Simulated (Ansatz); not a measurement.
# H2S (hydrogen sulfide): CCSD/6-31G(d) (spherical functions)

What is the energy change on altering one bond length of H2S (hydrogen sulfide) at CCSD/6-31G* (spherical functions)? 

Program for the calculation: Ansatz 0.2.0.

56 further runs of the same task are left out: 2 that didn't finish, 54 set aside as unsound or not needed.

## 1. The system as given

The species is H2S (3 atoms), meant as a singlet with charge 0. As SMILES, `S`. The shape is that of a PBE0-D4/def2-TZVP optimisation.

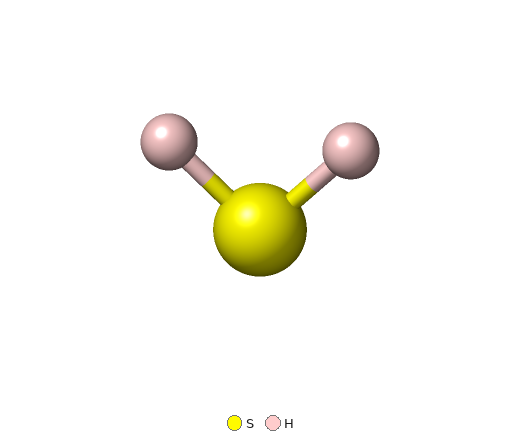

Viewed from a chosen angle; sulfur yellow, hydrogen pink.

## 2. The energy at CCSD/6-31G(d) (spherical functions)

File molecule.yaml:

```yaml
basis:
  gaussian:
    orbitals: 6-31G_st_-spherical.json
crystal:
  periodic: [false, false, false]
  atoms:
    - {symbol: S, position_ang: [0.495500, -0.280600, 0.243900]}
    - {symbol: H, position_ang: [0.097900, 0.997700, 0.162400]}
    - {symbol: H, position_ang: [-0.593400, -0.717100, -0.406300]}
correlation:
  method: ccsd
  frozen_orbitals: {H: 0, S: 5}
accuracy: high
scf:
  omitted_lower_state_checks: [cluster_reference, increment]
```

The basis set 6-31G* is read from a file made from the Basis Set Exchange's data (not shown).

Command:

```bash
ansatz run molecule.yaml --threads 1 --pin off --max-ram 2610MiB --events-out events.jsonl --progress --plain --runs-dir runs
```

The program printed (excerpt; [...] marks lines left out):

```text
Warning: RAYON_NUM_THREADS=1 ignored (pool sized by the plan → 1); use --threads N
Functional definition: HF
  name "HF"
[...]
381 factors; integrals over basis functions are off by at most 6.3e-9 eV
[...]
mean field -10848.23807730 eV, -398.6653961409 hartree, gradient 7.5e-9 eV, S^2 0.000000; 0 other end points of the search recorded, 0 dependent functions left out
5 core orbitals not correlated: weight in the atoms' cores, before any rotation towards them, 1.000 or more for the frozen orbitals, at most 0.000 for the correlated occupied ones
reference -10848.23807730 eV, -398.6653961409 hartree; 4, 4 occupied and 13, 13 virtual orbitals, 381 factors
second order -3.26966867 eV of doubles, -0.00000000 eV of singles
cycle   1  -3.72073928 eV  change   -4.5e-1 eV  update   4.6e-2
[...]
cycle  17  -3.87851442 eV  change  -2.3e-10 eV  update  2.7e-10
Total energy: -10852.11659172 eV, -398.8079289170 hartree
Checks for a lower state left out: cluster_reference, increment
```

It took 0.28 s on 1 thread of Arm Neoverse V1, shared host.

## 3. The distorted shape, same level

File input.yaml:

```yaml
basis:
  gaussian:
    orbitals: 6-31G_st_-spherical.json
crystal:
  periodic: [false, false, false]
  atoms:
    - {symbol: S, position_ang: [0.767739, -0.171469, 0.406458]}
    - {symbol: H, position_ang: [0.370139, 1.106831, 0.324958]}
    - {symbol: H, position_ang: [-0.593400, -0.717100, -0.406300]}
total_charge: 0
accuracy: high
scf:
  omitted_lower_state_checks: [cluster_reference, increment]
correlation:
  method: ccsd
  frozen_orbitals: {H: 0, S: 5}
```

The basis set 6-31G* is read from a file made from the Basis Set Exchange's data (not shown).

Command:

```bash
ansatz run input.yaml --threads 1 --pin off --max-ram 2610MiB --events-out events.jsonl --progress --plain --runs-dir runs
```

The program printed (excerpt; [...] marks lines left out):

```text
Warning: RAYON_NUM_THREADS=1 ignored (pool sized by the plan → 1); use --threads N
[... 2 set-up lines as earlier in the session ...]
[...]
382 factors; integrals over basis functions are off by at most 2.9e-9 eV
[...]
mean field -10847.18023069 eV, -398.6265209952 hartree, gradient 1.7e-8 eV, S^2 0.000000; 0 other end points of the search recorded, 0 dependent functions left out
5 core orbitals not correlated: weight in the atoms' cores, before any rotation towards them, 1.000 or more for the frozen orbitals, at most 0.000 for the correlated occupied ones
reference -10847.18023069 eV, -398.6265209952 hartree; 4, 4 occupied and 13, 13 virtual orbitals, 382 factors
second order -3.41137239 eV of doubles, -0.00000000 eV of singles
cycle   1  -3.89844532 eV  change   -4.9e-1 eV  update   5.7e-2
[...]
cycle  19  -4.11777883 eV  change   1.7e-11 eV  update  3.9e-10
Total energy: -10851.29800953 eV, -398.7778465761 hartree
Checks for a lower state left out: cluster_reference, increment
```

It took 0.37 s on 1 thread of Arm Neoverse V1, shared host.

## 4. Results

At CCSD/6-31G* (spherical functions), 5 core orbitals frozen:

| quantity | value |
| --- | --- |
| first shape: total energy | -398.80793 Eh |
| first shape: correlation energy (5 core orbitals frozen) | -142.5 mEh |
| first shape: T1 diagnostic | 0.007 |
| distorted shape: total energy | -398.77785 Eh |
| distorted shape: correlation energy (5 core orbitals frozen) | -151.3 mEh |
| distorted shape: T1 diagnostic | 0.009 |
| energy change with the S1–H3 bond stretched from 1.341 to 1.677 Å | 0.819 eV |

What this shows: With the S1–H3 bond stretched from 1.341 to 1.677 Å the energy rises by 0.82 eV (18.9 kcal/mol). The first shape isn't relaxed at this level, so the change isn't measured from a minimum.
